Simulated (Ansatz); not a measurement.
```yaml
crystal:
  lattice:
    - [3.89309, 0.00000, 0.00000]
    - [0.00000, 3.89309, 0.00000]
    - [0.00000, 0.00000, 3.89309]
  atoms:
    - { symbol: Gd, position: [0.00000, 0.00000, 0.00000] }
    - { symbol: Co, position: [0.00000, 0.50000, 0.50000] }
    - { symbol: Co, position: [0.50000, 0.50000, 0.00000] }
    - { symbol: Co, position: [0.50000, 0.00000, 0.50000] }
```

Space group Pm-3m; started from the AuCu3 prototype, which need not be the ambient phase; Hubbard U of 6 eV on Gd f only; spin-polarised.

Method: Ansatz 0.2.0, DFT PBE+U, scalar-relativistic, plane waves, PAW.

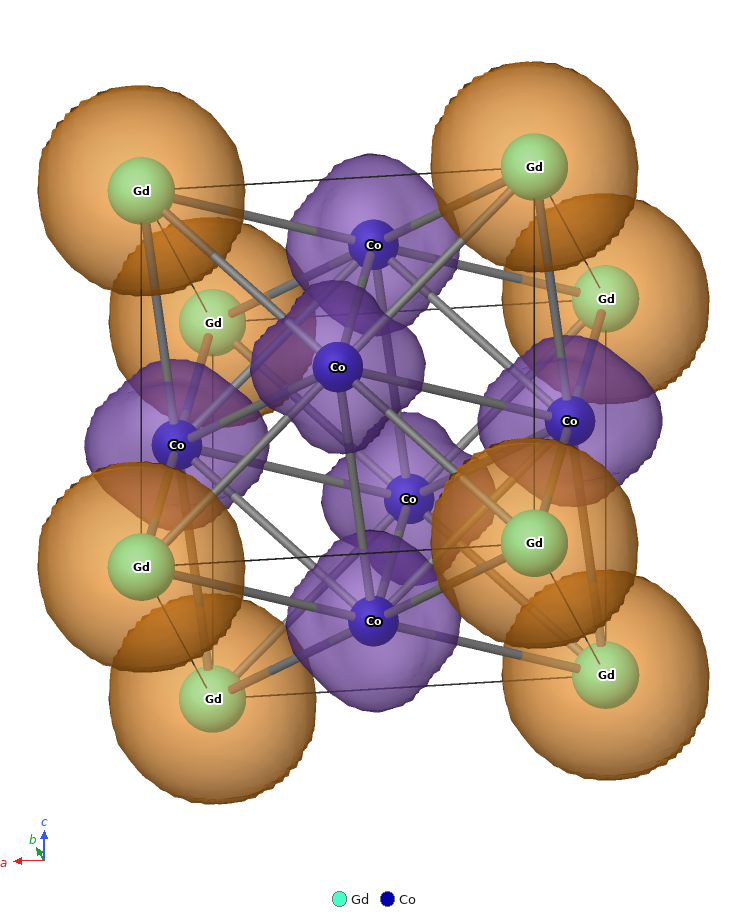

GdCo$_{3}$. Isosurfaces of the spin density at +0.1 (orange) and −0.1 e/Å³ (purple), seen at an oblique angle. Sticks mark near contacts.

Core electrons are frozen (PAW), and the valence fields are smoothed inside the atomic spheres.

### Which atoms carry the moments, and with what signs?

The spin density sits on Gd: +7.2 μB in one cell of 4 atoms, with smaller moments on other sites: Co (up to −1.31 μB): parallel moments on the main sites in this solution. The cell of the calculation (4 atoms) carries 3.7 μB of net spin moment.
